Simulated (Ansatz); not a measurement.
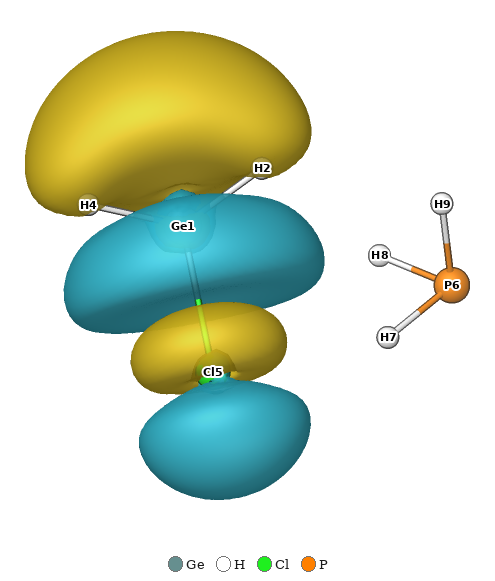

ClGeH$_{3}$···PH$_{3}$. One frontier orbital at ±0.06 Å⁻³ᐟ² (yellow and cyan are the two phases), seen at a tilt.

Level of theory: Ansatz, RKS PBE/def2-SVP.

Input

```
crystal:
  periodic: [false, false, false]
  atoms:
    - { symbol: Ge, position_ang: [-0.060803, 0.138083, -0.030281] }
    - { symbol: H, position_ang: [-0.179779, 0.074402, 1.510391] }
    - { symbol: H, position_ang: [1.395066, -0.029121, -0.509376] }
    - { symbol: H, position_ang: [-0.68932, 1.437453, -0.603468] }
    - { symbol: Cl, position_ang: [-1.305373, -1.456158, -0.851832] }
    - { symbol: P, position_ang: [1.34287, -2.735005, 1.376765] }
    - { symbol: H, position_ang: [0.215593, -3.204347, 0.623317] }
    - { symbol: H, position_ang: [1.935047, -2.108667, 0.22773] }
    - { symbol: H, position_ang: [0.650499, -1.567541, 1.811456] }
basis:
  gaussian: { orbitals: def2-SVP }
hamiltonian:
  xc: pbe
relax:
  f_tol: 0.03
  max_steps: 50
output:
  orbitals: {}
```

Launched as:

```sh
ansatz run input.yaml --threads 2 --pin off --max-ram 3072MiB --backend cpu --events-out ev --progress --plain --runs-dir out
```

The fields are those of the run's last geometry, not of the input's.

Which orbital is it: HOMO or LUMO?

The LUMO, at −1.24 eV. It lies mainly on Ge1 (about 55 %) and Cl5 (about 30 %).
